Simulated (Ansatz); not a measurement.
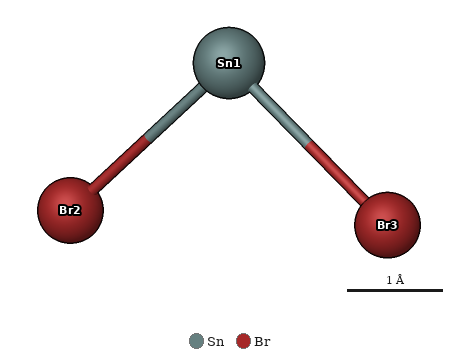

Fig. 1: The structure as given in the input (ball-and-stick view, seen at a tilt; atoms are numbered from 1 in the order of the input). Sticks mark near contacts. Bond lengths as drawn: Br–Sn 2.52 Å.

## What a change does: geometry relaxation on SnBr2

System: SnBr2, multiplicity 5.
Method of the first run: UKS r2SCAN-D4/def2-TZVP (Ansatz 0.2.0).

The geometry: r2SCAN-D4/def2-TZVP start. Text and figures count atoms from 1; the logs count them from 0 in places.

## Input file, the first run
```yaml
crystal:
  periodic: [false, false, false]
  atoms:
    - {symbol: Sn, position_ang: [-0.492666, 0.444567, 0.864141]}
    - {symbol: Br, position_ang: [0.278448, -1.923464, 0.461428]}
    - {symbol: Br, position_ang: [0.214219, 1.478887, -1.325570]}
basis:
  gaussian: {orbitals: def2-TZVP}
magnetization: {spin_polarized: true, initial_magnetization: 4}
hamiltonian: {xc: r2scan, dispersion: d4}
scf: {lower_state_search: "off"}
output: {orbitals: {seedname: orbitals}}
relax: {f_tol: 0.02, max_steps: 100}
```

Command:
```bash
ansatz run in.yaml --threads 4 --pin off --events-out ev --progress --plain --max-ram 3916MiB
```

Hardware: 4 threads of Arm Neoverse V2, 23 GiB of memory available, shared host.

## Output, shortened to warnings, some set-up lines, iterations and results (the first run)
```
[...]
mean field evaluation 1: about -145920.1901 eV, gradient 1.1e1 eV
mean field evaluation 2: about -145919.7515 eV, gradient 1.5e1 eV
mean field evaluation 4: about -145920.9463 eV, gradient 9.3e-1 eV
mean field evaluation 8: about -145920.9519 eV, gradient 3.6e-2 eV
mean field evaluation 16: about -145920.9015 eV, gradient 2.0e-4 eV
[... 7 lines ...]
relax step   6: F+E_penalty+E_count = -145922.46687855 eV  Δ(F+E_penalty+E_count) = -1.964e-1 eV  max|allowed force component| = 4.942e-1 eV/Å  Δτ_max = 0.1948 Å  (28 SCF …
relax step   7: F+E_penalty+E_count = -145922.61622587 eV  Δ(F+E_penalty+E_count) = -1.493e-1 eV  max|allowed force component| = 3.197e-1 eV/Å  Δτ_max = 0.2000 Å  (27 SCF …
relax step   8: F+E_penalty+E_count = -145922.69720390 eV  Δ(F+E_penalty+E_count) = -8.098e-2 eV  max|allowed force component| = 1.179e-1 eV/Å  Δτ_max = 0.2000 Å  (28 SCF …
mean field evaluation 96: about -145922.6910 eV, gradient 1.1e-6 eV
relax step   9: F+E_penalty+E_count = -145922.71012093 eV  Δ(F+E_penalty+E_count) = -1.292e-2 eV  max|allowed force component| = 1.673e-2 eV/Å  Δτ_max = 0.1209 Å  (25 SCF …
Total energy: -145922.71013685 eV, -5362.5606875640 hartree
Atom 0 at     0.003553    -0.003208    -0.006232 Å, force    -0.004534     0.004092     0.007954 eV/Å
Atom 1 at     0.043397    -2.391296     1.259922 Å, force     0.002544    -0.016725     0.003733 eV/Å
Atom 2 at    -0.046949     2.394494    -1.253691 Å, force     0.001990     0.012634    -0.011687 eV/Å
Dipole moment:    -0.000249     0.000225     0.000437 e Å
Checks for a lower state left out: stability, starts, cluster_reference, orbital_swaps, neighbouring_geometries, increment
```

For the second run the input was changed thus:
```diff
-magnetization: {spin_polarized: true, initial_magnetization: 4}
+magnetization: {spin_polarized: true, initial_magnetization: 2}
```

How does the second run compare with the first run?

With the same method and basis, the second run lies 87.2 kcal/mol lower. The HOMO goes from −4.33 to −4.48 eV. The LUMO goes from −8.01 to −6.10 eV. The dipole moment goes from 0.00 to 1.38 D. On the same kind of shared host the second run took about 0.43 times as long.

## Output, shortened to warnings, some set-up lines, iterations and results (the second run)
```
[...]
mean field evaluation 1: about -145925.9012 eV, gradient 9.3e0 eV
mean field evaluation 2: about -145925.3972 eV, gradient 1.3e1 eV
mean field evaluation 4: about -145926.3786 eV, gradient 1.2e0 eV
mean field evaluation 8: about -145926.3375 eV, gradient 3.9e-2 eV
mean field evaluation 16: about -145926.3375 eV, gradient 7.4e-4 eV
relax step   1: F+E_penalty+E_count = -145926.36005870 eV  Δ(F+E_penalty+E_count) = +0.000e0 eV  max|allowed force component| = 4.402e-1 eV/Å  Δτ_max = 0.0000 Å  (19 SCF …
relax step   2: F+E_penalty+E_count = -145926.47506417 eV  Δ(F+E_penalty+E_count) = -1.150e-1 eV  max|allowed force component| = 2.506e-1 eV/Å  Δτ_max = 0.1950 Å  (26 SCF …
mean field evaluation 32: about -145926.4902 eV, gradient 4.0e0 eV
relax step   3: F+E_penalty+E_count = -145926.49055901 eV  Δ(F+E_penalty+E_count) = -1.549e-2 eV  max|allowed force component| = 4.385e-2 eV/Å  Δτ_max = 0.0792 Å  (21 SCF …
relax step   4: F+E_penalty+E_count = -145926.49120427 eV  Δ(F+E_penalty+E_count) = -6.453e-4 eV  max|allowed force component| = 9.601e-3 eV/Å  Δτ_max = 0.0165 Å  (22 SCF …
Total energy: -145926.49121950 eV, -5362.6996397884 hartree
Atom 0 at    -0.380215     0.343094     0.666900 Å, force    -0.001773     0.001600     0.003110 eV/Å
Atom 1 at     0.226290    -2.088206     0.673223 Å, force     0.001053    -0.009601     0.003067 eV/Å
Atom 2 at     0.153925     1.745103    -1.340124 Å, force     0.000721     0.008000    -0.006177 eV/Å
Dipole moment:    -0.129580     0.116930     0.227286 e Å
Checks for a lower state left out: stability, starts, cluster_reference, orbital_swaps, neighbouring_geometries, increment
```

## The two runs side by side

| quantity | the first run | the second run |
| --- | --- | --- |
| outcome | converged | converged |
| total energy (hartree) | −5362.560688 | −5362.699640 |
| HOMO (eV) | −4.33 | −4.48 |
| LUMO (eV) | −8.01 | −6.10 |
| dipole moment (D) | 0.00 | 1.38 |
| ⟨S²⟩ | 6.008 | 2.007 |
| largest force (eV/Å) | 0.017 | 0.010 |
| basis functions | 146 | 146 |
| wall time (shared host) | 34 s | 15 s |
